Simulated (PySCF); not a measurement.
CHF$_{2}$: single-point calculation

CHF$_{2}$, multiplicity 2, SMILES F[CH]F, computed with r2SCAN/STO-3G, UKS (PySCF 2.14.0).

The geometry comes from this level: PBE0-D4/def2-TZVP.

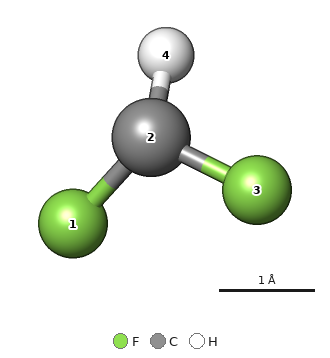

Figure 1. The structure (ball-and-stick view, seen at a tilt; atoms are numbered from 1 in the order of the input). Bond lengths as drawn: C–F 1.32 Å and C–H 1.09 Å.

Key numbers

```tsv
quantity	value
outcome	converged
total energy	−234.875402 hartree
basis functions	16
⟨S²⟩	0.751
dipole moment	0.56 D
hardware	1 thread of AMD EPYC (Zen 5), 16 GiB of memory available, shared host
wall time	2.6 s
peak memory	0.2 GiB
```

Input file (input.py)
```python
# F[CH]F
from pyscf import gto, dft

mol = gto.Mole()
mol.atom = '''
F     -1.208200     0.264600    -0.141700
C      0.038600     0.063400     0.244400
F      0.433100    -1.166800    -0.029600
H      0.736500     0.838700    -0.073100
'''
mol.basis = 'sto-3g'
mol.verbose = 3
mol.max_memory = 1860
mol.spin = 1
mol.build()

mf = dft.UKS(mol)
mf.xc = 'r2scan'
mf.conv_tol = 1e-10
mf.grids.level = 5
mf.kernel()
if not mf.converged:
    mf = mf.newton().run(mf.mo_coeff, mf.mo_occ)

e_final = mf.e_tot
print('E(%s) = %.9f' % ('R2SCAN', e_final))
```

Run as:
```bash
OMP_NUM_THREADS=1 python input.py
```

The program's output
```
WARN: HOMO -0.10795889609301 >= LUMO -0.10795889609301

converged SCF energy = -234.875401971454  <S^2> = 0.75084615  2S+1 = 2.000846
E(R2SCAN) = -234.875401971
```
